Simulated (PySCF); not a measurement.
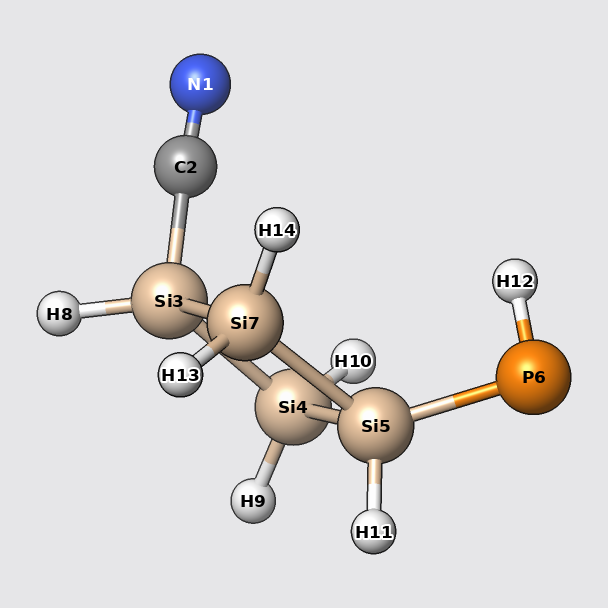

The species is neutral and a spin doublet. The geometry was computed by an optimisation with GFN2-xTB. No frequency run is at hand to confirm it as a minimum. Computed with UKS B3LYP, pcH-1 on C H N P Si, non-relativistic (PySCF 2.14.0). Fermi-contact and spin-dipolar terms alone, no spin-orbit part.

Which nucleus has the largest dipolar (anisotropic) hyperfine coupling?

31P at P6: principal values −299.3, −283.9, 583.3 MHz.

List the isotropic and dipolar parts for the most strongly coupled nuclei, one of each equivalent set. Atoms whose distances differ by more than 0.02 Å in this geometry are listed apart.

| atom | isotope | a_iso (MHz) | dipolar part (MHz) |
| --- | --- | --- | --- |
| P6 | 31P | 104.9 | −299.3, −283.9, 583.3 |
| H12 | 1H | −33.6 | −16.5, 2.8, 13.6 |
| Si7 | 29Si | −57.2 | −14.9, 7.2, 7.8 |
| Si4 | 29Si | −55.5 | −14.4, 6.9, 7.5 |
| Si3 | 29Si | 1.5 | −3.8, 1.8, 2.0 |
| H11 | 1H | −1.5 | −2.0, −1.8, 3.7 |
| Si5 | 29Si | 37.4 | −2.8, −0.3, 3.2 |
| H10 | 1H | −1.9 | −1.6, −0.6, 2.2 |

The geometry is semi-empirical. Around P, Si such bond lengths and angles can be off by a tenth of an ångström or more and by several degrees, and values that hang on the shape move with them.
